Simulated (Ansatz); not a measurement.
Starting cell, ZnSe (zinc blende):

```
ZnSe
1.0
    0.00000     5.73301     5.73301
    2.86650     0.00000     2.86650
    2.86650     2.86650     0.00000
Se Zn
2 2
Direct
  0.37500   0.75000   0.75000
  0.87500   0.75000   0.75000
  0.00000   0.00000   0.00000
  0.50000   0.00000   0.00000
```

A phonon eigenvector at L = (0.5, 0.0, 0.0) is frozen into this cell: atom i moves by Q times the vector below, so Q is the largest atomic displacement, in Å. The cell is held. It is one choice among 2 degenerate patterns. (q is in reciprocal vectors of the primitive cell; the cell shown is doubled to hold the pattern.)

| atom | x | y | z |
|---|---|---|---|
| Se1 | 0.273 | -0.498 | 0.771 |
| Se2 | -0.273 | 0.498 | -0.771 |
| Zn3 | 0.285 | -0.520 | 0.805 |
| Zn4 | -0.285 | 0.520 | -0.805 |

Computed with PBE (plane waves to 420 eV, PAW, scalar-relativistic; Ansatz, an electronic-structure program). k mesh 5×10×10 (Γ-centred), Fermi-Dirac smearing 0.05 eV. The energy includes the smearing's −TS. ZnSe was relaxed with its symmetry unable to fall. The zero of ΔE is the undisplaced structure.

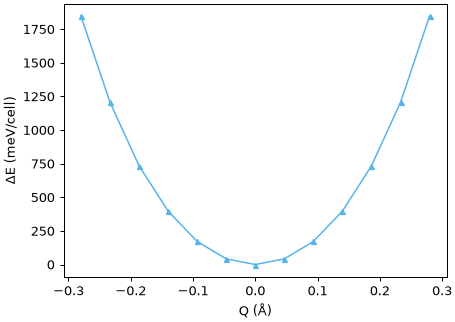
Figure. ΔE (meV/cell) against Q (Å); one marker a computed point.

What is the energy change at Q = 0.280 Å?

About 1800 meV/cell.

What harmonic wavenumber does the curvature at Q = 0 give?

About 200 cm⁻¹.

(A displaced cell: forces are minus the slopes of the energy, force constants its curvatures, and phonons follow from these.)
